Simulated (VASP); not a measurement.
Band structure of Bi (a7). These are RPBE GGA, VASP's PBE PAW potentials (set 64) (plane waves; VASP 6.6.1) values and carry that method's errors.

Unless said otherwise, spin-orbit coupling is left out, though it shifts the bands of the heavy elements here.

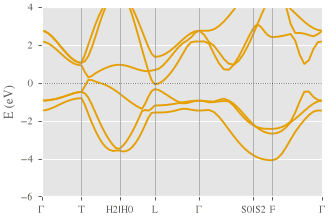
Figure: Bands along high-symmetry lines, zero at the valence-band maximum or, without a gap, the Fermi level

Q: Read the plot: is there a gap, and where are the band edges?

A: It has no gap at this level: it comes out as a metal or semimetal. (Edges off the drawn lines would not show.)

The compound is Bi in the a7 structure. It was relaxed first, which changed the volume by +9 %.
